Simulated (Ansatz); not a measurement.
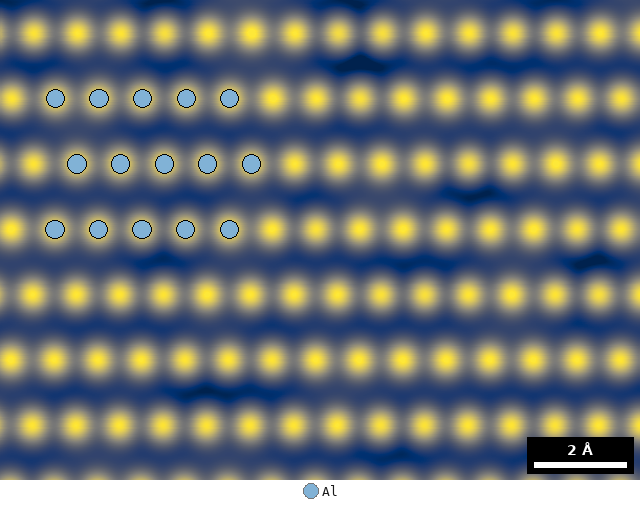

HAADF-like image of Al (Fm-3m, No. 225) along [221]. Simulated incoherent Z contrast: every atom adds Z^1.6 spread by a probe of 0.58 Å full width; channelling and multiple scattering are left out. The probe carries 15 % of its weight in a tail 2.5 times as wide. The display is stretched by a gamma of 0.65; percentages refer to the linear signal. A slight drift and the speckle of an amorphous layer were added. Structure used: a calculation's starting geometry.

Coloured dots in one corner mark the columns of the model.

**Interpret the image.**

The columns repeat on a centred rectangular net of 0.95 × 2.86 Å (plane group c2mm). All columns are alike (Al). The shortest distance between visible columns is 0.95 Å in projection. Along the beam the structure repeats every 12.13 Å.
